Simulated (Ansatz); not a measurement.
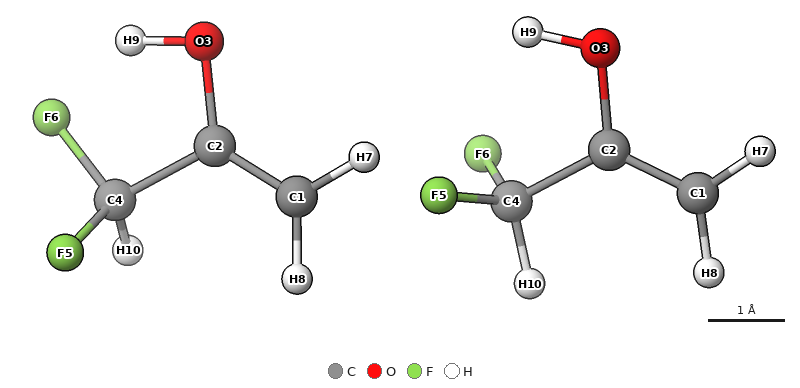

Two geometries of C$_{3}$H$_{4}$F$_{2}$O, drawn at one scale. One is the start of a relaxation, the other its converged end. The picture is a ball-and-stick view, seen from a free direction.

These are results of UKS r2SCANh-D4/STO-3G (Ansatz), not measurements. Settings: collinear spin; force threshold 0.02 eV/Å; at most 50 steps.

Question: Which one is relaxed?

Answer: The left one is the relaxed one. The run prepares an end point of a later path (hydrogen shift) calculation, from a guessed geometry. Over 21 geometry steps the energy falls by 0.855 eV. Largest force component: 6.4 eV/Å at the start, 0.016 eV/Å at the end. F6 moves most after the best rigid fit: 0.99 Å. Largest moves by element: F 0.99 Å, H 0.76 Å, O 0.42 Å, C 0.16 Å. Some distances before and after: C4–F5 1.288 → 1.387 Å, C4–F6 1.372 → 1.433 Å, O3–H9 0.993 → 1.046 Å, C1–H7 1.053 → 1.089 Å. Among the angles between lasting bonds that change: C1–C2–O3 116.7° → 126.4°, C2–O3–H9 104.5° → 97.3°, O3–C2–C4 115.7° → 110.4°. Groups turn about C2–C4 by about 55°.

Limits of the set-up: STO-3G is a minimal basis, so the numbers are rough.
